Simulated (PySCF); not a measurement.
**CCSD(T)/def2-TZVP (core potential) run of RbBr (SMILES [Br][Rb])**

Aim: the vertical singlet–triplet gap of RbBr at CCSD(T)/def2-TZVP (core potential), from 2 runs. The job is set up through a Python script.

The calculation is run with PySCF 2.14.0.

4 further runs of the same task are left out: 1 that didn't finish, 3 set aside as unsound or not needed.

### Step 1. The structure to begin with

RbBr has 2 atoms, charge 0, and is taken as a singlet. SMILES: `[Br][Rb]`. Geometry: the measured bond length.

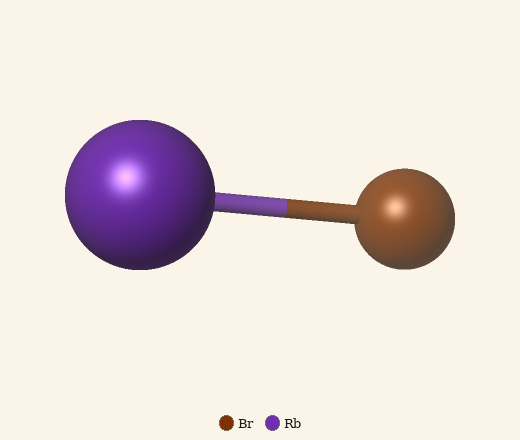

Viewed from a chosen angle; bromine brown, rubidium purple.

### Step 2. A single-point energy at CCSD(T)/def2-TZVP (core potential)

The input, start.xyz:

```xyz
2
BrRb
Br     0.000000     0.000000     0.000000
Rb     0.000000     0.000000     2.944744
```

The input, job.py:

```python
from pyscf import gto, scf, cc

system = gto.M(
    atom='start.xyz',
    verbose=3,
    spin=0,
    ecp={'Rb': 'def2-svp'},
    basis='def2-tzvp',
    max_memory=1860,
)

myscf = scf.RHF(system)
myscf.conv_tol = 1e-10
myscf.kernel()
if not myscf.converged:
    myscf = myscf.newton().run(myscf.mo_coeff, myscf.mo_occ)

mycc = cc.CCSD(myscf, frozen=9)
mycc.kernel()
e_t = mycc.ccsd_t()
e_tot = mycc.e_tot + e_t
print('E = %.10f Eh' % e_tot)
```

Started as:

```
$ OMP_NUM_THREADS=1 python job.py
```

Output:

```text
converged SCF energy = -2596.30847382339
E(CCSD) = -2596.668241551121  E_corr = -0.3597677277310036
CCSD(T) correction = -0.0102190180641534
E = -2596.6784605692 Eh
```

Run time: 22 s. Hardware: 1 thread of Arm Neoverse V2, shared host; peak memory 0.35 GiB.

### Step 3. The triplet at the same level

The input, input.py:

```python
from pyscf import gto, scf, cc

molecule = gto.Mole()
molecule.atom = '''
Br     0.000000     0.000000     0.000000
Rb     0.000000     0.000000     5.564760
'''
molecule.ecp = {'Rb': 'def2-svp'}
molecule.max_memory = 1860
molecule.basis = 'def2-tzvp'
molecule.spin = 2
molecule.unit = 'bohr'
molecule.verbose = 3
molecule.build()

calc0 = scf.UHF(molecule)
calc0.conv_tol = 1e-10
calc0.kernel()
if not calc0.converged:
    calc0 = calc0.newton().run(calc0.mo_coeff, calc0.mo_occ)

mycc = cc.CCSD(calc0, frozen=9)
mycc.kernel()
e_t = mycc.ccsd_t()
energy = mycc.e_tot + e_t
print(f'total energy: {energy:.8f} hartree')
```

Started as:

```
$ OMP_NUM_THREADS=1 python input.py
```

Output:

```text
WARN: HOMO -0.135904572634807 >= LUMO -0.484859427407821

converged SCF energy = -2596.1762322845  <S^2> = 2.0089067  2S+1 = 3.0059319
E(UCCSD) = -2596.514488804845  E_corr = -0.3382565203476834
UCCSD(T) correction = -0.00853852818066965
total energy: -2596.52302733 hartree
```

Run time: 2.1 min. Hardware: 1 thread of Arm Neoverse V2, shared host; peak memory 1.2 GiB.

### Step 4. What came out

At CCSD(T)/def2-TZVP (core potential), 9 core orbitals frozen:

| quantity | value |
| --- | --- |
| singlet: total energy | -2596.67846 Eh |
| singlet: dipole moment (Hartree–Fock density) | 11.51 D |
| singlet: HOMO energy (Hartree–Fock orbitals) | -8.41 eV |
| singlet: LUMO energy (Hartree–Fock orbitals) | -0.34 eV |
| singlet: HOMO–LUMO gap (Hartree–Fock orbitals) | 8.06 eV |
| singlet: correlation energy (9 core orbitals frozen) | -370.0 mEh |
| singlet: (T) correction | -10.22 mEh |
| singlet: T1 diagnostic | 0.007 |
| triplet: total energy | -2596.52303 Eh |
| triplet: dipole moment (Hartree–Fock density) | 3.22 D |
| triplet: HOMO energy (Hartree–Fock orbitals) (highest over α and β) | -3.51 eV |
| triplet: LUMO energy (Hartree–Fock orbitals) (lowest over α and β) | -2.43 eV |
| triplet: correlation energy (9 core orbitals frozen) | -346.8 mEh |
| triplet: (T) correction | -8.54 mEh |
| triplet: ⟨S²⟩ of the reference determinant | 2.009 |
| triplet: T1 diagnostic | 0.015 |
| vertical energy of the triplet above the singlet | 4.230 eV |

At this shape the triplet lies 4.23 eV (98 kcal/mol) above the singlet. The triples (singlet) make up 2.8 % of the correlation energy. The triples (triplet) make up 2.5 % of the correlation energy.
